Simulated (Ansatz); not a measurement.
# Pt(111) with 4 thermally displaced layers, 2x2: scattering by thermal displacements

How much do lattice vibrations at 500 K scatter the electrons of Pt? Layers with random displacements are laid between perfect leads, and the resistance is followed against their length.

Main program and level: Ansatz 0.2.0; Ansatz plane-wave DFT, PBE, PAW files; ballistic transport by layer matching (Landauer), zero bias; PAW set soft_1.

**1. Set-up**

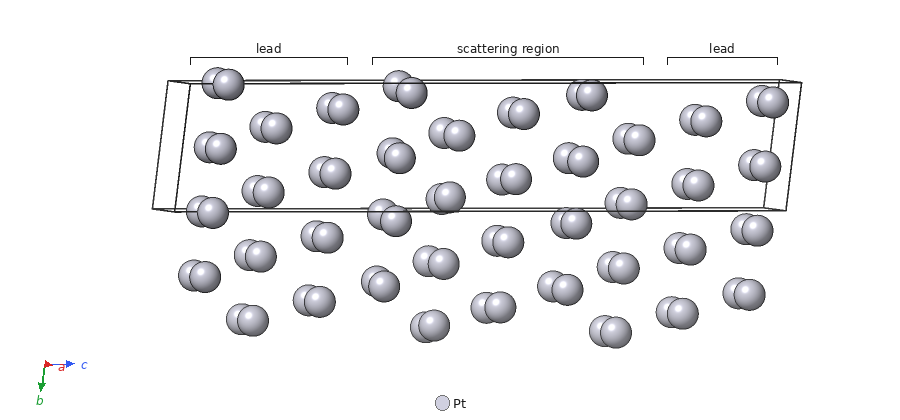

Start, viewed from the side, with the c axis across the page; platinum light grey. 1×2×1 cells are drawn.

The cell holds 40 atoms: 40 Pt. Cell: a = 5.546 Å, b = 5.546 Å, c = 22.699 Å, α = 93.5°, β = 86.5°, γ = 120.0°. It derives from Pt. Regions: lead, 24 atoms (24 Pt); scattering region, 16 atoms (16 Pt). The structure is stacked along c, and the current runs across the ab planes.

**2. With 4 displaced layers**

Each atom of 4 layers is moved at random, by amounts drawn from a normal law 0.0807 Å wide in each direction from the Debye model (240 K) at 500 K. The layers about the cell's end stay perfect and serve as the lead. Disorder leaves little or no symmetry, which makes such runs dear. Energies from -0.05 to 0.05 eV in steps of 0.05 eV are too few for the program's thermal sum, so it prints no conductance; for a metal the transmission near the Fermi level serves, at a fraction of the cost.

input.yaml reads:

```yaml
crystal:
  lattice:
    - [5.5462627489, 0.0, 0.0]
    - [-2.7731313745, 4.8032044366, 0.0]
    - [1.3865656872, -0.8005340728, 22.6425228571]
  atoms:
    - { symbol: Pt, position: [0.9916666667, 0.0083333333, 0.05] }
    - { symbol: Pt, position: [0.9916666667, 0.5083333333, 0.05] }
    - { symbol: Pt, position: [0.4916666667, 0.0083333333, 0.05] }
    - { symbol: Pt, position: [0.4916666667, 0.5083333333, 0.05] }
    - { symbol: Pt, position: [0.1416666667, 0.3583333333, 0.15] }
    - { symbol: Pt, position: [0.1416666667, 0.8583333333, 0.15] }
    - { symbol: Pt, position: [0.6416666667, 0.3583333333, 0.15] }
    - { symbol: Pt, position: [0.6416666667, 0.8583333333, 0.15] }
    - { symbol: Pt, position: [0.2916666667, 0.2083333333, 0.25] }
    - { symbol: Pt, position: [0.2916666667, 0.7083333333, 0.25] }
    - { symbol: Pt, position: [0.7916666667, 0.2083333333, 0.25] }
    - { symbol: Pt, position: [0.7916666667, 0.7083333333, 0.25] }
    - { symbol: Pt, position: [0.9499177838, 0.0763562713, 0.3526439498] }
    - { symbol: Pt, position: [0.9665234583, 0.5848233643, 0.3457018811] }
    - { symbol: Pt, position: [0.4215072712, 0.0360732357, 0.3496158351] }
    - { symbol: Pt, position: [0.4557246603, 0.5582591167, 0.3517679375] }
    - { symbol: Pt, position: [0.0656300228, 0.4102660919, 0.4467665185] }
    - { symbol: Pt, position: [0.124396022, 0.923802505, 0.4533846704] }
    - { symbol: Pt, position: [0.5955837736, 0.4190244868, 0.4523455444] }
    - { symbol: Pt, position: [0.5825424505, 0.8999059217, 0.4495908061] }
    - { symbol: Pt, position: [0.2280281874, 0.2481760291, 0.5489896953] }
    - { symbol: Pt, position: [0.2384526395, 0.7702644124, 0.5443095496] }
    - { symbol: Pt, position: [0.7487212099, 0.2474951853, 0.5480535863] }
    - { symbol: Pt, position: [0.7209400178, 0.755761928, 0.5491170242] }
    - { symbol: Pt, position: [0.8899121028, 0.0994180274, 0.6503342644] }
    - { symbol: Pt, position: [0.9219303011, 0.6148664016, 0.6479546503] }
    - { symbol: Pt, position: [0.4041040042, 0.1065214889, 0.6521173123] }
    - { symbol: Pt, position: [0.3984459751, 0.6006137919, 0.6431180381] }
    - { symbol: Pt, position: [0.0416666667, 0.4583333333, 0.75] }
    - { symbol: Pt, position: [0.0416666667, 0.9583333333, 0.75] }
    - { symbol: Pt, position: [0.5416666667, 0.4583333333, 0.75] }
    - { symbol: Pt, position: [0.5416666667, 0.9583333333, 0.75] }
    - { symbol: Pt, position: [0.1916666667, 0.3083333333, 0.85] }
    - { symbol: Pt, position: [0.1916666667, 0.8083333333, 0.85] }
    - { symbol: Pt, position: [0.6916666667, 0.3083333333, 0.85] }
    - { symbol: Pt, position: [0.6916666667, 0.8083333333, 0.85] }
    - { symbol: Pt, position: [0.8416666667, 0.1583333333, 0.95] }
    - { symbol: Pt, position: [0.8416666667, 0.6583333333, 0.95] }
    - { symbol: Pt, position: [0.3416666667, 0.1583333333, 0.95] }
    - { symbol: Pt, position: [0.3416666667, 0.6583333333, 0.95] }
kpoints:
  mp_grid: { grid: [5, 5, 1] }
hamiltonian:
  xc: pbe
  pseudopotentials: { kind: paw, azcp: { folder: soft_1 } }
scf:
  occupations: { method: fermi_dirac, width: 0.1 }
output:
  transmission:
    leads: [[0, 4]]
    kmesh: [10, 10]
    e_range: [-0.05, 0.05]
    de: 0.05
  write_potential: true
  write_density: true
  volumetric_format: npy
  elf: true
```

Run with:

```
> ansatz run input.yaml --threads 4 --pin off --max-ram 15360MiB --backend cpu --events-out ev --progress --plain --runs-dir out
```

Numbers of over 12 decimals in the logs are rounded to 6 here.

The log of the run:

```text
Engine: ansatz 0.2.0, aarch64-unknown-linux-gnu
Pseudopotentials: kind: paw
Pseudopotential: Pt, paw, valence charge 18, recommended cutoff 420 eV (normal), soft_1/Pt.paw.azcp
Functional definition: PBE
  parameter kappa = 0.804
  parameter beta = 0.066725
  exchange = pbe_x(kappa = kappa, mu = beta*pi^2/3)
  correlation = pbe_c(beta = beta)
Crystal: 40 atoms, lattice volume = 603.193 Å³
Basis set: ecut = 420 eV, 11827 PW (Γ)
Bands: 432, of which v1, the nominal top of the filled ones, is band 360 counted from 1 (359 counted from 0)
Symmetry: 1 space group operations
Space group: P1 (ITA 1), of the structure as read, at distance tolerance 8.4e-5 Å
k-points: 13 of 25 (time reversal used)
Non-local potential: Pt, projectors of the file, l = 0: 3, l = 1: 2, l = 2: 2, l = 3: 1
PAW form: soft (Blöchl's): semilocal exchange-correlation on the pseudo side does not see the compensation charge
PAW one-centre angular grid: Pt, 590 points (default); XC on 64 Gauss nodes
Initial density: superposition of atomic densities (chi_scale 0.1, normalization cell)
Initial wavefunctions: pseudopotential atomic-orbital guess
Functional: x = pbe(κ = 0.804, μ = 0.219515), c = pbe(β = 0.066725)
SCF iter   1: F=—  HF=-501000.017279 eV  |F-HF|=—  |Δ(HF+E_count)|=         —  Δρ=8.56e-2  dr2=4.25e1  ethr=3.10e-3  ⟨swp⟩=4.5  Hψ=16649  notcnv=0  defer=236
preconditioner: auto → Kerker (q_TF=auto, 2.810 Å⁻¹)  [metal: Δε(μ)=0.001 eV  Ē_g=8.548 eV  σ=0.100 eV  W_gap=0.00  n_scr=246 (ndim 8)  ℏωp=30.2 eV  f_vac=0.000  D(μ)=68.56/eV (n_scr^D=906)]
SCF iter   2: F=—  HF=-500990.212773 eV  |F-HF|=—  |Δ(HF+E_count)|=    9.80e0  Δρ=4.53e-2  dr2=1.17e1  ethr=3.10e-3  ⟨swp⟩=2.9  Hψ=9416  notcnv=0  defer=490
SCF iter   3: F=—  HF=-500986.919657 eV  |F-HF|=—  |Δ(HF+E_count)|=    3.29e0  Δρ=6.50e-3  dr2=1.39e-1  ethr=1.62e-3  ⟨swp⟩=2.2  Hψ=8084  notcnv=0  defer=490
SCF iter   4: F=—  HF=-500986.934937 eV  |F-HF|=—  |Δ(HF+E_count)|=   1.53e-2  Δρ=1.07e-3  dr2=9.96e-3  ethr=1.94e-5  ⟨swp⟩=2.2  Hψ=7199  notcnv=0  defer=484
SCF iter   5: F=—  HF=-500986.935235 eV  |F-HF|=—  |Δ(HF+E_count)|=   2.98e-4  Δρ=3.71e-4  dr2=1.19e-3  ethr=1.38e-6  ⟨swp⟩=2.3  Hψ=7814  notcnv=0  defer=484
SCF iter   6: F=—  HF=-500986.935195 eV  |F-HF|=—  |Δ(HF+E_count)|=   3.98e-5  Δρ=5.91e-5  dr2=3.86e-5  ethr=1.65e-7  ⟨swp⟩=2.9  Hψ=10335  notcnv=0  defer=484
SCF iter   7: F=—  HF=-500986.934006 eV  |F-HF|=—  |Δ(HF+E_count)|=   1.19e-3  Δρ=1.33e-5  dr2=1.24e-5  ethr=5.35e-9  ⟨swp⟩=1.1  Hψ=5119  notcnv=0  defer=484
SCF iter   8: F=—  HF=-500986.934006 eV  |F-HF|=—  |Δ(HF+E_count)|=   1.04e-7  Δρ=4.91e-6  dr2=8.64e-7  ethr=1.72e-9  ⟨swp⟩=1.0  Hψ=5112  notcnv=0  defer=484
SCF iter   9: F=-500986.934006 eV  HF=-500986.934006 eV  |F-HF|=6.16e-8  |Δ(HF+E_count)|=   2.36e-8  Δρ=1.20e-6  dr2=6.53e-8  ethr=1.39e-11  ⟨swp⟩=7.8  Hψ=17014  notcnv=0
SCF 1 converged in 9 iterations: F = -500986.934006 eV  dr2 = 6.53e-8
  greatest PAW one-centre occupation: 1.000 electrons in one spin orbital (limit 2), on the Pt atom at site 17 (counted from 0), in its partial waves of l = 0
transmission: 220 of 2184 steps passed
transmission: 439 of 2184 steps passed
[...]
transmission: 2184 of 2184 steps passed
SCF converged after 9 iterations
Free energy (F): -500986.934006 eV
Harris-Foulkes:  -500986.934006 eV  (|F-HF|=6.16e-8)
Internal energy: -500984.709417 eV  (E = F + TS)
E sigma→0 (E₀):  -500985.821711 eV
Entropy (-TS):   -2.224588 eV (-55.615 meV/atom)
Fermi energy:    23.434158 eV
--- Per-component energies (eV) ---
  E_band       = -5139.269005
  E_kinetic    = 23905.649210
  E_local      = -57212.196810  (includes V_loc(G=0)·N_el)
  E_nonlocal   = 8156.636544
  E_hartree    = 21794.093722
  E_xc         = -9306.262091
  E_vxc        = -10873.572700  (∫ρ·V_xc dr)
  E_paw        = -379357.214885  (= ΣΔE_a)
  E_vpaw       = -12704.032078  (= ΣTr[D̂ρ^β])
  E_aug_tail   = 0.044800  (compensation charges beyond the density's cutoff)
  E_ewald      = -108965.459907
  E_smearing   = -2.224588  (= −TS)
  E_closure    = 0.000000  (closes the sum)
  Σ components = -500986.934006   (vs F -500986.934006, Δ=0.00e0)
--- Band table (eV; the first three rows and the last of 13) ---
  k-point 0: bands = [... 356 lower, 23.5963, 23.6013, 23.6226, 23.6465, 23.6608, 23.6702, 23.6933, 23.7151, ... 68 higher]
  k-point 1: bands = [... 356 lower, 23.3928, 23.4170, 23.4281, 23.4457, 23.4707, 23.4916, 23.5021, 23.6139, ... 68 higher]
  k-point 2: bands = [... 356 lower, 23.3393, 23.3602, 23.4104, 23.4673, 23.5148, 23.5259, 23.5346, 23.5543, ... 68 higher]
  k-point 12: bands = [... 356 lower, 23.3015, 23.3422, 23.4362, 23.4580, 23.4675, 23.4897, 23.5104, 23.5350, ... 68 higher]
--- Transmission ---
  basis      : 241 plane waves across, 42 finite elements along
  points     : 52, standing for a mesh of 10 x 10
  energies   : 3 from -0.050000 to 0.050000 eV about the Fermi level, 0.050000 eV apart; the leads are filled to 0.000000 eV, and channels, transmission and decay are at 0.000000 eV
  crystal 0  : Pt4, at the sites [0, 4], period 2.2643 Å, over 13.59 Å; its Hamiltonian steps by up to 12.3 meV
    offset         : up to 0.0000 Å between an atom of the period and one for which it stands
    channels       : 6.890000e0 a spin
    conductance    : none, the energies end too early or step too widely for 300 K: set another output.transmission.e_range or a lower de, or, where they end at an eighth of basis.ecutwfc, a higher one
  junction   : crystal 0 to crystal 0, 0.70 to 21.08 Å
    transmission   : 5.195965e0 a spin
    conductance    : none, the energies end too early or step too widely for 300 K: set another output.transmission.e_range or a lower de, or, where they end at an eighth of basis.ecutwfc, a higher one
```

The job ended after 10 min (4 threads of Arm Neoverse V1, shared host; peak memory 5.6 GiB; 37 min of CPU time).

Reading the cycles: dr2 is the Hartree energy of the density residual (eV), the measure of convergence; HF is the Harris–Foulkes estimate of the energy, which meets the free energy F at convergence.

This step gave:

```
free energy                                    : -500986.9340 eV
energy at zero smearing                        : -500985.8217 eV
Fermi energy                                   : 23.43 eV
cell area                                      : 26.64 Å²
transmission per spin nearest the Fermi level  : 5.196
open channels per spin nearest the Fermi level : 6.89
step of the lead's potential                   : 12.3 meV
```

Per spin. Table of transmission, zone mean by energy, zero at the Fermi level:

```csv
energy (eV),"transmission, zone mean"
-0.0500,5.40
0.0000,5.20
0.0500,5.00
```

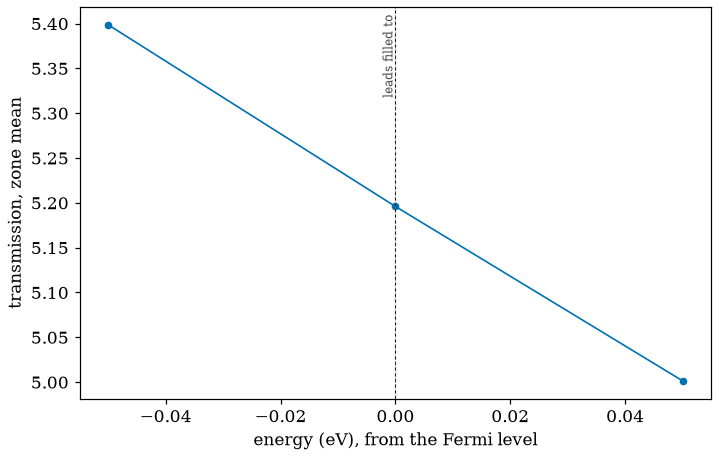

Transmission, zone mean, plotted against energy.

Per spin. Open channels, zone mean, lead against energy, zero at the Fermi level:

| energy (eV) | open channels, zone mean, lead |
| --- | --- |
| -0.0500 | 7.16 |
| 0.0000 | 6.89 |
| 0.0500 | 6.21 |

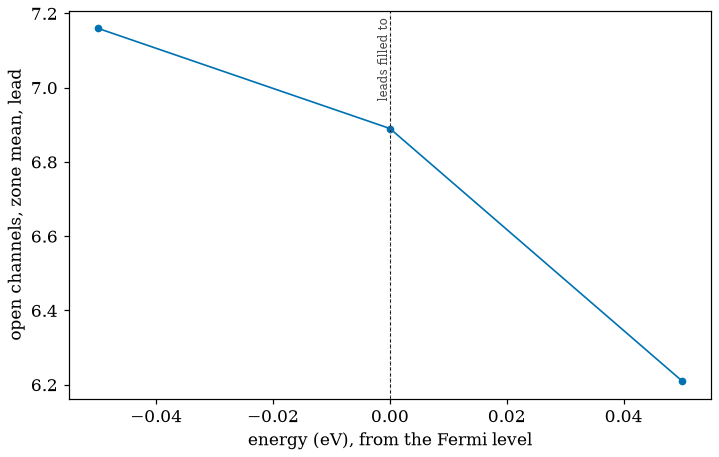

Open channels, zone mean, lead, plotted against energy.

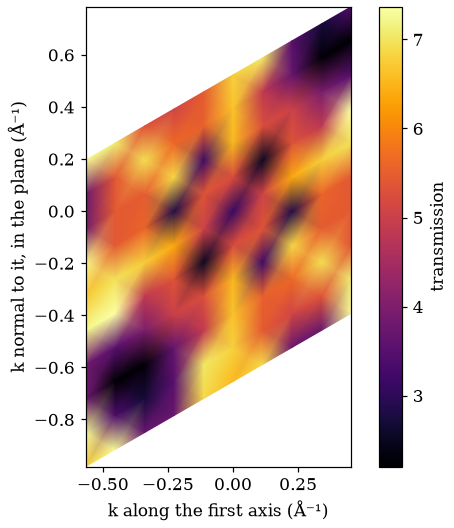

Transmission over k1 and k2. At 0.0000 eV from the Fermi level.

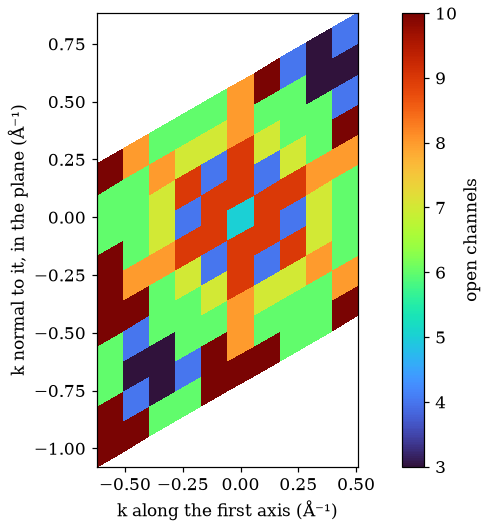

Open channels over k1 and k2. At 0.0000 eV from the Fermi level.

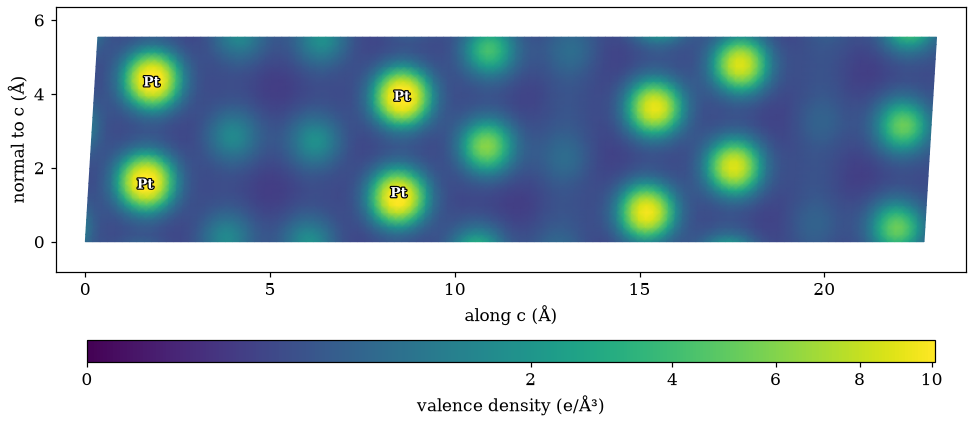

Valence density in the ca plane at fractional y = 0.036, with atoms of Pt within 0.2 Å of it. It is the smooth field of the valence electrons, not physical close to the nuclei. The map starts off the cell's origin, so that atoms lie inside it. The colour scale is stretched toward low values.

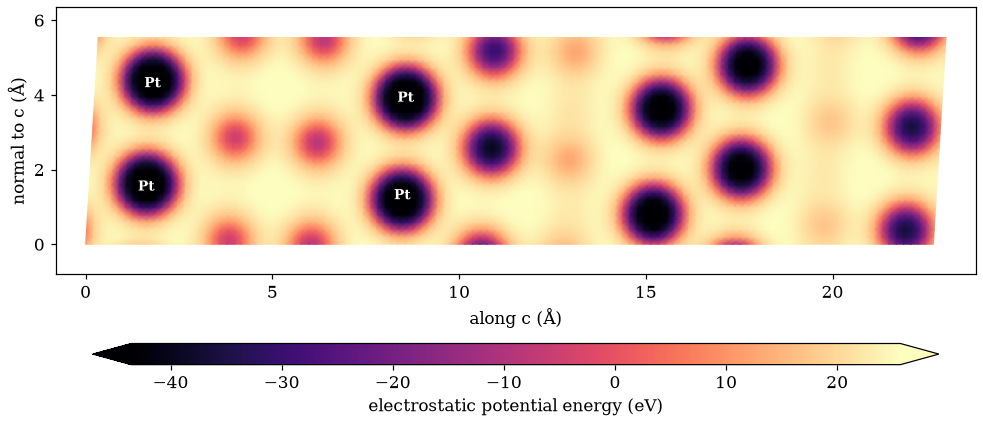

Electrostatic potential energy in the ca plane at fractional y = 0.036, with atoms of Pt within 0.2 Å of it. With pseudopotentials it is smooth inside the atoms' cores, unlike the true potential. The map starts off the cell's origin, so that atoms lie inside it.

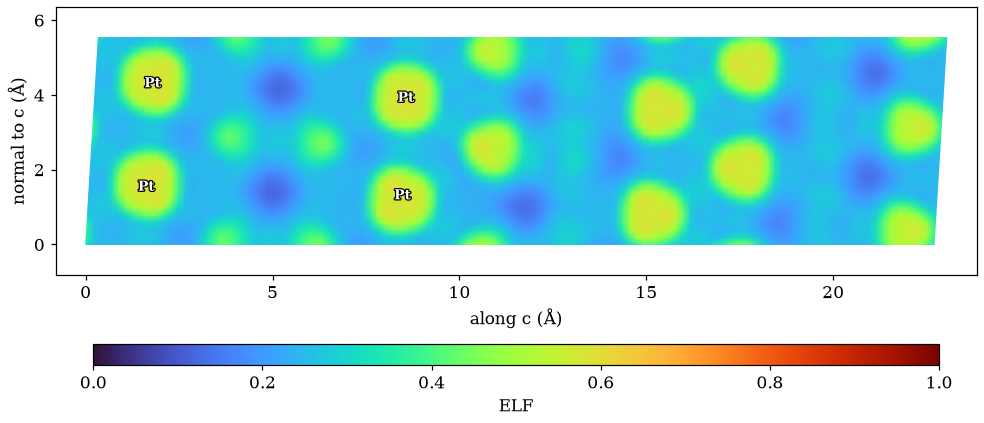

ELF in the ca plane at fractional y = 0.036, with atoms of Pt within 0.2 Å of it. It is the smooth field of the valence electrons, not physical close to the nuclei. The map starts off the cell's origin, so that atoms lie inside it.

Over the solved energies the transmission per spin lies between 5.00 and 5.40, out of 6.75 channels of the lead on average (up to 7.16).

(Continued in part 2 of 2.)

[Logs are printed without paths, hosts, clocks, repeated set-up lines and the standing remarks that a program may print on its own settings, such as how far it seeks lower states.]

[Hosts, paths, dates, database ids (printed as entryN), source tags and the programs' standing remarks are cut or masked in the printed files.]
